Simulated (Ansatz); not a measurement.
# Si2H7ClO: geometry relaxation

- system: Si2H7ClO
- method: RKS PBE0-D4/def2-TZVP (Ansatz 0.2.0)

The geometry is a transition state displaced along its imaginary mode. The reaction was set up to form Si1–Cl8 and H2–H7 and to break Si1–H2 and H7–Cl8 (atoms counted from 1 in the order of the input); sticks are drawn by distance alone. Figures and captions count atoms from 1; the log counts them from 0 in places.

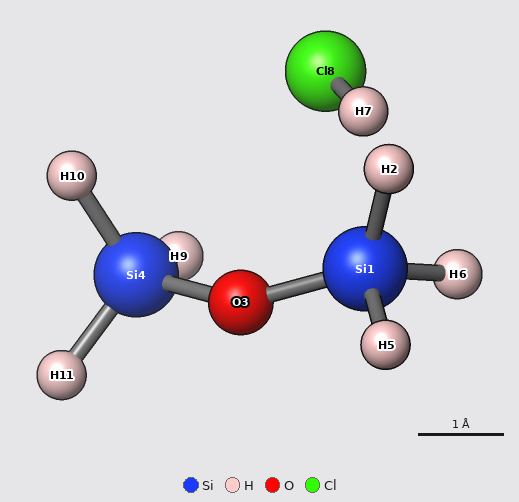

Fig. 1: The starting structure (ball-and-stick view, seen at a tilt; atoms are numbered from 1 in the order of the input).

**The input**
```yaml
crystal:
  periodic: [false, false, false]
  atoms:
    - {symbol: Si, position_ang: [-0.788090, 0.985563, -0.610796]}
    - {symbol: H, position_ang: [0.187036, 1.982093, -1.151840]}
    - {symbol: O, position_ang: [-0.465391, -0.598574, -0.407033]}
    - {symbol: Si, position_ang: [0.324204, -1.772301, 0.464774]}
    - {symbol: H, position_ang: [-1.576513, 1.056947, -1.832627]}
    - {symbol: H, position_ang: [-1.485226, 1.640166, 0.542334]}
    - {symbol: H, position_ang: [0.835507, 1.804897, -0.170394]}
    - {symbol: Cl, position_ang: [1.343521, 1.331599, 1.052192]}
    - {symbol: H, position_ang: [0.128827, -1.585093, 1.925071]}
    - {symbol: H, position_ang: [1.767839, -1.771662, 0.122703]}
    - {symbol: H, position_ang: [-0.271816, -3.073536, 0.065516]}
basis:
  gaussian: {orbitals: def2-TZVP}
hamiltonian: {xc: pbe0, dispersion: d4}
relax: {f_tol: 0.005, max_steps: 200}
```

Command:
```bash
ansatz run in.yaml --threads 4 --pin off --events-out ev --progress --plain --max-ram 9574MiB
```

**Log**
```
Functional definition: PBE0
  name "PBE0"
  cite "Adamo & Barone, J. Chem. Phys. 110, 6158 (1999) doi:10.1063/1.478522"
  cite "Perdew, Burke & Ernzerhof, Phys. Rev. Lett. 77, 3865 (1996) doi:10.1103/PhysRevLett.77.3865"
  parent pbe
  parameter a = 0.25
  parameter kappa = 0.804
  parameter beta = 0.06672455060314922
  exchange = (1 - a)*pbe_x(kappa = kappa, mu = beta*pi^2/3) + a*exact_x
  correlation = pbe_c(beta = beta)
1263 factors; their error is unknown
mean field evaluation 1: about -30424.4038 eV, gradient 5.1e1 eV
mean field evaluation 2: about -30414.5126 eV, gradient 8.9e1 eV
mean field evaluation 4: about -30428.5856 eV, gradient 1.7e0 eV
mean field evaluation 8: about -30428.6989 eV, gradient 3.7e-2 eV
mean field -30428.69893209 eV, -1118.2340604415 hartree, gradient 4.5e-5 eV, S^2 0.000000; 0 other end points of the search recorded, 0 dependent functions left out
the calculation of the forces begins
reference -30428.69896827 eV, -1118.2340617710 hartree; 30, 30 occupied and 154, 154 virtual orbitals, 1263 factors
relax step   1: F+E_penalty+E_count = -30428.92893426 eV  Δ(F+E_penalty+E_count) = +0.000e0 eV  max|allowed force component| = 1.754e0 eV/Å  Δτ_max = 0.0000 Å  (26 SCF iters, accepted)
these checks for a lower state are left out or cut short: starts, cluster_reference, orbital_swaps, neighbouring_geometries, increment
1263 factors; their error is unknown
mean field evaluation 16: about -30428.8503 eV, gradient 6.8e0 eV
mean field -30429.13982567 eV, -1118.2502629816 hartree, gradient 2.5e-5 eV, S^2 0.000000; 0 other end points of the search recorded, 0 dependent functions left out
[... from here on the field's lines of each further geometry are left out, up to the last ...]
relax step   2: F+E_penalty+E_count = -30429.36552366 eV  Δ(F+E_penalty+E_count) = -4.366e-1 eV  max|allowed force component| = 1.330e0 eV/Å  Δτ_max = 0.1945 Å  (28 SCF iters, accepted)
relax step   3: F+E_penalty+E_count = -30429.68535835 eV  Δ(F+E_penalty+E_count) = -3.198e-1 eV  max|allowed force component| = 8.145e-1 eV/Å  Δτ_max = 0.1949 Å  (28 SCF iters, accepted)
relax step   4: F+E_penalty+E_count = -30429.80797318 eV  Δ(F+E_penalty+E_count) = -1.226e-1 eV  max|allowed force component| = 4.148e-1 eV/Å  Δτ_max = 0.1931 Å  (28 SCF iters, accepted)
relax step   5: F+E_penalty+E_count = -30429.83929597 eV  Δ(F+E_penalty+E_count) = -3.132e-2 eV  max|allowed force component| = 1.801e-1 eV/Å  Δτ_max = 0.1926 Å  (28 SCF iters, accepted)
relax step   6: F+E_penalty+E_count = -30429.84677028 eV  Δ(F+E_penalty+E_count) = -7.474e-3 eV  max|allowed force component| = 1.167e-1 eV/Å  Δτ_max = 0.1094 Å  (29 SCF iters, accepted)
relax step   7: F+E_penalty+E_count = -30429.84933624 eV  Δ(F+E_penalty+E_count) = -2.566e-3 eV  max|allowed force component| = 6.706e-2 eV/Å  Δτ_max = 0.1074 Å  (29 SCF iters, accepted)
relax step   8: F+E_penalty+E_count = -30429.84964086 eV  Δ(F+E_penalty+E_count) = -3.046e-4 eV  max|allowed force component| = 1.073e-1 eV/Å  Δτ_max = 0.0214 Å  (28 SCF iters, accepted)
relax step   9: F+E_penalty+E_count = -30429.85082493 eV  Δ(F+E_penalty+E_count) = -1.184e-3 eV  max|allowed force component| = 1.846e-2 eV/Å  Δτ_max = 0.0500 Å  (28 SCF iters, accepted)
relax step  10: F+E_penalty+E_count = -30429.85148469 eV  Δ(F+E_penalty+E_count) = -6.598e-4 eV  max|allowed force component| = 4.785e-2 eV/Å  Δτ_max = 0.0544 Å  (28 SCF iters, accepted)
relax step  11: F+E_penalty+E_count = -30429.85188753 eV  Δ(F+E_penalty+E_count) = -4.028e-4 eV  max|allowed force component| = 4.372e-2 eV/Å  Δτ_max = 0.0508 Å  (28 SCF iters, accepted)
relax step  12: F+E_penalty+E_count = -30429.85213392 eV  Δ(F+E_penalty+E_count) = -2.464e-4 eV  max|allowed force component| = 1.567e-2 eV/Å  Δτ_max = 0.0082 Å  (29 SCF iters, accepted)
relax step  13: F+E_penalty+E_count = -30429.85230406 eV  Δ(F+E_penalty+E_count) = -1.701e-4 eV  max|allowed force component| = 1.140e-2 eV/Å  Δτ_max = 0.0210 Å  (28 SCF iters, accepted)
relax step  14: F+E_penalty+E_count = -30429.85240684 eV  Δ(F+E_penalty+E_count) = -1.028e-4 eV  max|allowed force component| = 2.015e-2 eV/Å  Δτ_max = 0.0402 Å  (28 SCF iters, accepted)
relax step  15: F+E_penalty+E_count = -30429.85248548 eV  Δ(F+E_penalty+E_count) = -7.864e-5 eV  max|allowed force component| = 4.019e-2 eV/Å  Δτ_max = 0.0387 Å  (28 SCF iters, accepted)
relax step  16: F+E_penalty+E_count = -30429.85259920 eV  Δ(F+E_penalty+E_count) = -1.137e-4 eV  max|allowed force component| = 1.811e-2 eV/Å  Δτ_max = 0.0158 Å  (29 SCF iters, accepted)
relax step  17: F+E_penalty+E_count = -30429.85278412 eV  Δ(F+E_penalty+E_count) = -1.849e-4 eV  max|allowed force component| = 5.771e-3 eV/Å  Δτ_max = 0.0194 Å  (28 SCF iters, accepted)
relax step  18: F+E_penalty+E_count = -30429.85281550 eV  Δ(F+E_penalty+E_count) = -3.138e-5 eV  max|allowed force component| = 2.067e-3 eV/Å  Δτ_max = 0.0057 Å  (29 SCF iters, accepted)
relax step  19: F+E_penalty+E_count = -30429.85283257 eV  Δ(F+E_penalty+E_count) = -1.707e-5 eV  max|allowed force component| = 2.298e-3 eV/Å  Δτ_max = 0.0099 Å  (28 SCF iters, accepted)
relax step  20: F+E_penalty+E_count = -30429.85284228 eV  Δ(F+E_penalty+E_count) = -9.710e-6 eV  max|allowed force component| = 2.825e-3 eV/Å  Δτ_max = 0.0062 Å  (23 SCF iters, accepted)
the calculation of the forces begins
reference -30429.64825426 eV, -1118.2689473878 hartree; 30, 30 occupied and 154, 154 virtual orbitals, 1263 factors
relax step  21: F+E_penalty+E_count = -30429.85285510 eV  Δ(F+E_penalty+E_count) = -1.282e-5 eV  max|allowed force component| = 3.936e-3 eV/Å  Δτ_max = 0.0149 Å  (28 SCF iters, accepted)
1263 factors; their error is unknown
mean field evaluation 160: about -30429.5339 eV, gradient 2.0e0 eV
```

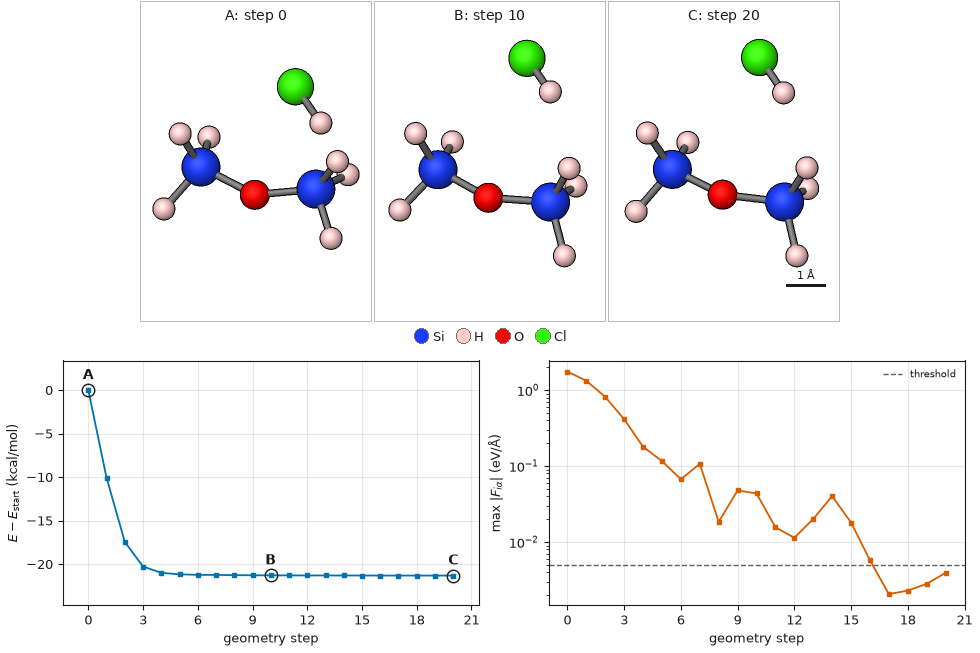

Fig. 2: Frames of the relaxation (ball-and-stick view, seen at a tilt) above the curves, on which the letters mark them (the first geometry is step 0 here and step 1 in the log).

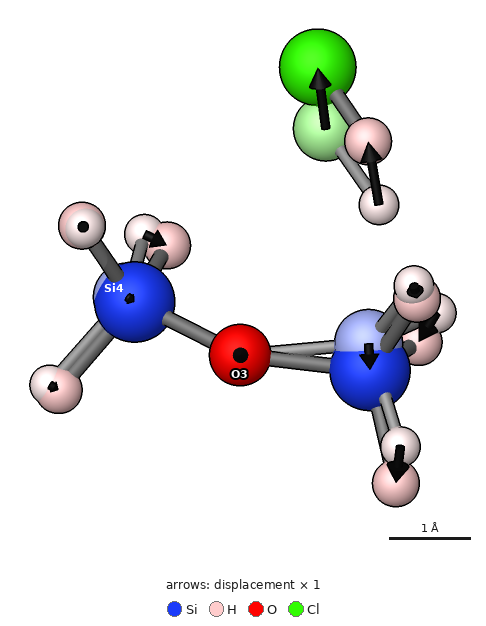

Fig. 3: Start (faint) and end (solid) with the displacements as black arrows, at true length (ball-and-stick view, seen at a tilt). The two geometries are laid on each other by the best rigid fit. After 20 geometry steps the energy has fallen by 21.3 kcal/mol. The largest force component goes from 1.8 to 0.0039 eV/Å. Cl8 moves most after the best rigid fit: 0.81 Å. Largest moves by element: Cl 0.81 Å, H 0.81 Å, Si 0.34 Å, O 0.26 Å. Among the contacts that change: H7–Cl8 1.406 → 1.283 Å, Si1–H5 1.456 → 1.482 Å, O3–Si4 1.662 → 1.639 Å. Among the angles that change: H2–Si1–H5 91.0° → 108.3°, H2–Si1–O3 124.3° → 109.4°, O3–Si1–H5 105.1° → 109.3°. (Atoms are counted from 1 in the order of the input.)

```
mean field -30429.64821696 eV, -1118.2689460168 hartree, gradient 1.3e-5 eV, S^2 0.000000; 1 other end points of the search recorded, 0 dependent functions left out
the calculation of the forces begins
reference -30429.64825426 eV, -1118.2689473878 hartree; 30, 30 occupied and 154, 154 virtual orbitals, 1263 factors
Total energy: -30429.85289241 eV, -1118.2764677008 hartree
Atom 0 at    -1.046943     0.891723    -0.801064 Å, force     0.000890    -0.002782     0.000982 eV/Å
Atom 1 at    -0.026658     1.936684    -1.112110 Å, force    -0.001824    -0.000899     0.001043 eV/Å
Atom 2 at    -0.308944    -0.546687    -0.619569 Å, force    -0.001201     0.003100     0.003121 eV/Å
Atom 3 at     0.261409    -1.702389     0.392867 Å, force    -0.000449     0.000230    -0.000284 eV/Å
Atom 4 at    -1.996651     0.816634    -1.936798 Å, force     0.001065     0.000807     0.001328 eV/Å
Atom 5 at    -1.760128     1.286854     0.440699 Å, force     0.002633    -0.001581    -0.003936 eV/Å
Atom 6 at     1.522441     1.954321     0.246163 Å, force     0.001635    -0.001642     0.003554 eV/Å
Atom 7 at     2.074182     1.534328     1.326047 Å, force    -0.001568     0.001520    -0.003696 eV/Å
Atom 8 at    -0.081212    -1.367863     1.798973 Å, force     0.001033     0.000840    -0.001848 eV/Å
Atom 9 at     1.732080    -1.808589     0.239553 Å, force    -0.003720     0.000422     0.000063 eV/Å
Atom 10 at    -0.369679    -2.994916     0.025139 Å, force     0.001507    -0.000015    -0.000327 eV/Å
Dipole moment:    -0.144396     0.061170    -0.131717 e Å
```

**Trajectory as extended XYZ (Å, eV, eV/Å), 10 of the 21 frames kept, from step=1 to step=21**
```
11
Properties=species:S:1:pos:R:3:forces:R:3 step=1 energy=-30428.92893
Si   -0.7881    0.9856   -0.6108   -1.7545  -0.8305   0.0962
H     0.1870    1.9821   -1.1518    0.5790   0.2177  -0.2034
O    -0.4654   -0.5986   -0.4070    0.2695   0.2641   0.0140
Si    0.3242   -1.7723    0.4648   -0.1191   0.2306  -0.1771
H    -1.5765    1.0569   -1.8326   -0.6121  -0.1812  -0.3719
H    -1.4852    1.6402    0.5423    0.2063  -0.1834  -0.3466
H     0.8355    1.8049   -0.1704    0.9022  -0.0049   0.8553
Cl    1.3435    1.3316    1.0522    0.5796   0.3546   0.1890
H     0.1288   -1.5851    1.9251    0.0088   0.0441  -0.0559
H     1.7678   -1.7717    0.1227   -0.0384   0.0102   0.0274
H    -0.2718   -3.0735    0.0655   -0.0215   0.0787  -0.0270
11
Properties=species:S:1:pos:R:3:forces:R:3 step=3 energy=-30429.68536
Si   -0.9587    0.9401   -0.7359    0.2917   0.1930  -0.4631
H     0.2285    1.8483   -1.1266   -0.4390  -0.4194  -0.0243
O    -0.5037   -0.5956   -0.4778    0.2153   0.0662   0.2058
Si    0.3119   -1.7111    0.4315   -0.2484  -0.0538  -0.2101
H    -1.8586    0.9565   -1.9184   -0.0394   0.0257   0.1574
H    -1.5203    1.5856    0.4665   -0.1845  -0.0454   0.0460
H     1.0660    1.7702    0.0794    0.5253  -0.1659   0.8145
Cl    1.6436    1.4411    1.2413   -0.1495   0.2390  -0.5121
H     0.1101   -1.5010    1.8852   -0.0161   0.0927  -0.0191
H     1.7559   -1.7131    0.1050    0.0123   0.0745  -0.0206
H    -0.2749   -3.0208    0.0497    0.0323  -0.0066   0.0255
11
Properties=species:S:1:pos:R:3:forces:R:3 step=5 energy=-30429.83930
Si   -1.0171    0.9118   -0.7927    0.1801   0.1386  -0.1249
H     0.1591    1.7611   -1.2108   -0.1732  -0.1060   0.0735
O    -0.5253   -0.6093   -0.5117    0.1190  -0.1449   0.1600
Si    0.2774   -1.7194    0.4025   -0.1516   0.1116  -0.1684
H    -1.9789    0.9157   -1.9185   -0.0352  -0.0288   0.0050
H    -1.6238    1.5215    0.4159   -0.0047  -0.0045   0.0067
H     1.3599    1.8874    0.2440    0.0733  -0.0373   0.1405
Cl    1.8301    1.5216    1.3892   -0.0147   0.0549  -0.1001
H     0.0768   -1.4587    1.8492   -0.0271   0.0136  -0.0040
H     1.7253   -1.6848    0.0863    0.0081   0.0033  -0.0160
H    -0.2835   -3.0468    0.0464    0.0261  -0.0005   0.0277
11
Properties=species:S:1:pos:R:3:forces:R:3 step=8 energy=-30429.84964
Si   -1.0427    0.8945   -0.8151   -0.0235   0.0160   0.0175
H     0.1116    1.7480   -1.2227    0.0338   0.0161  -0.0012
O    -0.5375   -0.6225   -0.5261   -0.0048   0.0155  -0.0146
Si    0.2566   -1.7247    0.3866    0.0022  -0.0227   0.0160
H    -2.0178    0.8769   -1.9302   -0.0106  -0.0136  -0.0027
H    -1.6568    1.4958    0.3963    0.0001  -0.0145  -0.0063
H     1.4807    1.9534    0.3075    0.0454  -0.0297   0.0994
Cl    1.9433    1.5799    1.4489   -0.0449   0.0285  -0.1073
H     0.0409   -1.4531    1.8301    0.0024   0.0057  -0.0009
H     1.7071   -1.6847    0.0765    0.0000   0.0044   0.0034
H    -0.2855   -3.0634    0.0480   -0.0002  -0.0057  -0.0033
11
Properties=species:S:1:pos:R:3:forces:R:3 step=10 energy=-30429.85148
Si   -1.0396    0.8922   -0.8093   -0.0159   0.0478  -0.0148
H     0.0718    1.8170   -1.1866   -0.0090  -0.0025  -0.0036
O    -0.4541   -0.6062   -0.5821   -0.0004  -0.0120  -0.0036
Si    0.2560   -1.7187    0.3866    0.0225  -0.0315   0.0184
H    -2.0202    0.8654   -1.9211    0.0085  -0.0019   0.0088
H    -1.6768    1.4137    0.4267   -0.0007  -0.0088  -0.0014
H     1.4950    1.9693    0.2822    0.0029  -0.0010   0.0028
Cl    1.9763    1.5562    1.3978    0.0007  -0.0001  -0.0024
H    -0.0195   -1.4141    1.8139   -0.0037   0.0030  -0.0064
H     1.7201   -1.7265    0.1470   -0.0064  -0.0031   0.0025
H    -0.3092   -3.0481    0.0448    0.0015   0.0100  -0.0003
11
Properties=species:S:1:pos:R:3:forces:R:3 step=12 energy=-30429.85213
Si   -1.0434    0.8917   -0.8080    0.0052  -0.0098   0.0048
H     0.0385    1.8565   -1.1709   -0.0144  -0.0106   0.0042
O    -0.4105   -0.5938   -0.6070    0.0099   0.0095   0.0157
Si    0.2569   -1.7127    0.3875    0.0023   0.0138  -0.0090
H    -2.0237    0.8521   -1.9189    0.0015   0.0035   0.0000
H    -1.6971    1.3677    0.4385    0.0083  -0.0036  -0.0105
H     1.5233    1.9694    0.2692   -0.0052   0.0037  -0.0099
Cl    2.0018    1.5414    1.3797    0.0057  -0.0037   0.0096
H    -0.0529   -1.3923    1.8047    0.0001  -0.0033  -0.0092
H     1.7266   -1.7446    0.1865   -0.0143  -0.0022   0.0022
H    -0.3196   -3.0352    0.0387    0.0007   0.0029   0.0022
11
Properties=species:S:1:pos:R:3:forces:R:3 step=14 energy=-30429.85241
Si   -1.0394    0.8896   -0.8020   -0.0020  -0.0174   0.0091
H     0.0140    1.8928   -1.1373    0.0010   0.0050  -0.0124
O    -0.3599   -0.5784   -0.6259   -0.0002   0.0136  -0.0009
Si    0.2561   -1.7082    0.3894    0.0037   0.0073  -0.0066
H    -2.0141    0.8458   -1.9173    0.0017  -0.0003  -0.0077
H    -1.7108    1.3195    0.4505   -0.0049   0.0035   0.0076
H     1.5127    1.9718    0.2497    0.0088  -0.0103   0.0202
Cl    2.0344    1.5315    1.3371   -0.0042   0.0104  -0.0144
H    -0.0888   -1.3762    1.7950   -0.0083  -0.0037   0.0082
H     1.7287   -1.7667    0.2332    0.0086  -0.0044  -0.0062
H    -0.3329   -3.0213    0.0274   -0.0044  -0.0037   0.0031
11
Properties=species:S:1:pos:R:3:forces:R:3 step=17 energy=-30429.85278
Si   -1.0433    0.8923   -0.8011   -0.0022  -0.0037   0.0005
H    -0.0095    1.9173   -1.1333    0.0013  -0.0009   0.0021
O    -0.3309   -0.5587   -0.6189    0.0027   0.0012  -0.0058
Si    0.2589   -1.7061    0.3915   -0.0012   0.0029   0.0017
H    -2.0089    0.8271   -1.9237   -0.0013  -0.0010  -0.0010
H    -1.7321    1.3075    0.4473   -0.0020   0.0038   0.0007
H     1.5200    1.9565    0.2455    0.0012  -0.0001   0.0017
Cl    2.0549    1.5385    1.3345   -0.0002   0.0006  -0.0013
H    -0.0912   -1.3788    1.7973    0.0015  -0.0015   0.0027
H     1.7312   -1.7875    0.2406    0.0021  -0.0011  -0.0001
H    -0.3493   -3.0082    0.0201   -0.0019  -0.0002  -0.0012
11
Properties=species:S:1:pos:R:3:forces:R:3 step=19 energy=-30429.85283
Si   -1.0453    0.8926   -0.8012    0.0016   0.0001  -0.0012
H    -0.0185    1.9267   -1.1267   -0.0021  -0.0005   0.0010
O    -0.3185   -0.5508   -0.6160   -0.0016   0.0008   0.0010
Si    0.2604   -1.7053    0.3925   -0.0004  -0.0017  -0.0011
H    -2.0043    0.8182   -1.9291    0.0013   0.0003   0.0004
H    -1.7458    1.3022    0.4429    0.0011  -0.0017  -0.0005
H     1.5236    1.9581    0.2463   -0.0008   0.0003  -0.0015
Cl    2.0621    1.5379    1.3325    0.0010  -0.0005   0.0014
H    -0.0844   -1.3780    1.7997    0.0003   0.0009  -0.0005
H     1.7318   -1.8006    0.2392   -0.0020  -0.0002   0.0001
H    -0.3612   -3.0011    0.0198    0.0016   0.0023   0.0009
11
Properties=species:S:1:pos:R:3:forces:R:3 step=21 energy=-30429.85286
Si   -1.0469    0.8917   -0.8011    0.0009  -0.0028   0.0010
H    -0.0267    1.9367   -1.1121   -0.0018  -0.0009   0.0010
O    -0.3089   -0.5467   -0.6196   -0.0012   0.0031   0.0031
Si    0.2614   -1.7024    0.3929   -0.0004   0.0002  -0.0003
H    -1.9967    0.8166   -1.9368    0.0011   0.0008   0.0013
H    -1.7601    1.2869    0.4407    0.0026  -0.0016  -0.0039
H     1.5224    1.9543    0.2462    0.0016  -0.0016   0.0036
Cl    2.0742    1.5343    1.3260   -0.0016   0.0015  -0.0037
H    -0.0812   -1.3679    1.7990    0.0010   0.0008  -0.0018
H     1.7321   -1.8086    0.2396   -0.0037   0.0004   0.0001
H    -0.3697   -2.9949    0.0251    0.0015   0.0000  -0.0003
```

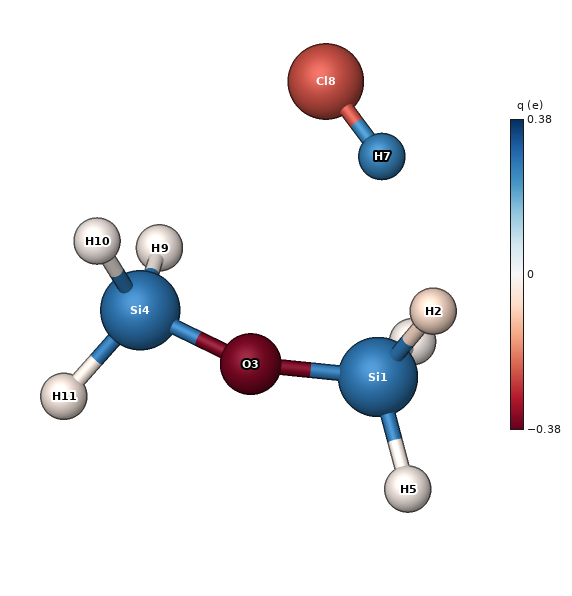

Fig. 4: Mulliken charges, as the colour of each atom (ball-and-stick view, seen at a tilt; atoms are numbered from 1 in the order of the input). By element: Si +0.27 to +0.28, H −0.07 to +0.25, O −0.36 and Cl −0.24 e.

**Results in brief**

| quantity | value |
| --- | --- |
| outcome | converged |
| total energy | −30429.8529 eV |
| mean-field energy | −30429.6483 eV |
| dispersion energy | −0.2046 eV |
| SCF solution under orbital rotations | stable |
| largest force (length of the vector) at the end | 0.005 eV/Å |
| dipole moment | 0.98 D |
| hardware | 4 threads of AMD EPYC, 180 GiB of memory available, shared host |
| wall time | 1.8 min (CPU time 6.2 min) |
| peak memory | 0.5 GiB |
